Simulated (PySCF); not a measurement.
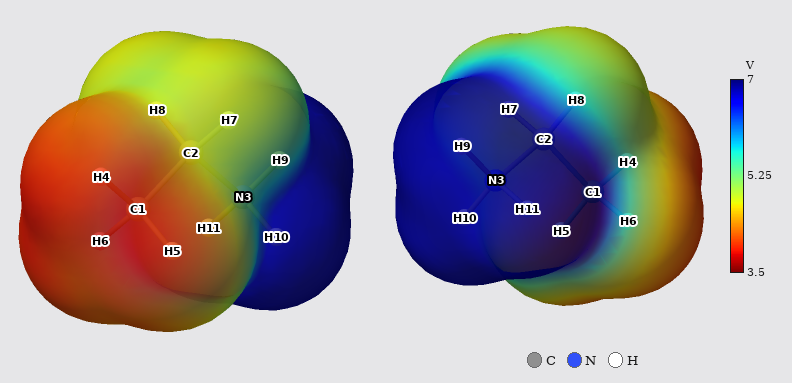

Figure. C$_{2}$H$_{8}$N, charge +1, SMILES `CC[NH3+]`. Electrostatic potential on the surface of electron density 0.001 a.u. (back view left, front view right).

Computed with PySCF, B3LYP/def2-SVP, geometry: GFN2-xTB. No frequency check shows the geometry to be a minimum.

Input script:

```python
import numpy as np
from pyscf import gto, scf, dft
from pyscf.scf import atom_ks, atom_hf
from scipy.linalg import block_diag

def solve(mol, dm0=None, hcore=None):
    mf = (dft.UKS if mol.spin else dft.RKS)(mol, xc='b3lyp')
    mf.grids.level = 3
    mf = mf.density_fit(auxbasis='def2-universal-jkfit')
    mf.conv_tol, mf.max_cycle = 1e-8, 80
    if hcore is not None:
        mf.get_hcore = lambda *args: hcore
    mf.kernel(dm0)
    if not mf.converged:
        mf = mf.newton().run(mf.mo_coeff, mf.mo_occ, max_cycle=30)
    assert mf.converged, 'SCF not converged'
    return mf

mol = gto.M(atom='''
C     -1.27651    -0.26701    -0.00011
C     -0.04210     0.61029    -0.00016
N      1.18846    -0.24715     0.00031
H     -2.16457     0.35794     0.00066
H     -1.31611    -0.89626     0.88597
H     -1.31683    -0.89506    -0.88607
H     -0.01723     1.24396     0.88778
H     -0.01795     1.24516    -0.88606
H      2.04599     0.31942    -0.00072
H      1.18993    -0.85294     0.83147
H      1.18926    -0.85182    -0.83354
''', basis='def2-svp', charge=1, spin=0, verbose=4)
mf = solve(mol)
mf.analyze()
# spherically averaged free atoms, for the promolecule
atm = atom_ks.get_atm_nrks(mol, xc='b3lyp')
pro = block_diag(*[(atm[a[0]][2] * atm[a[0]][3]) @ atm[a[0]][2].T for a in mol._atom])
np.savez('result.npz', e=mf.e_tot, c=mf.mo_coeff, occ=mf.mo_occ, eps=mf.mo_energy, pro=pro, dip=mf.dip_moment(verbose=0), s2=mf.spin_square()[0])
```

Run with:

```sh
OMP_NUM_THREADS=1 python input.py
```

The run took 4.7 s on 1 thread of Intel(R) Xeon(R) 6975P-C (Granite Rapids), with other jobs on the host, peak memory 0.35 GiB.

Partitions, critical points and surface values were worked out afterwards from this run's density.

**Where are the extremes of the potential on the surface?**

Highest: 6.98 V, about equally far (1.5 Å) from H9 and H10, over N3 (1.8 Å), and at like points elsewhere. Lowest: 3.85 V, 1.4 Å from H4. Further minima include 4.75 V, 1.3 Å from H7, and at like points elsewhere; 6.74 V, 1.3 Å from H9. The surface is sampled at points, so like sites can differ by a few per cent and only the strongest of them is named.

**What volume does the surface enclose?**

About 76 Å³.
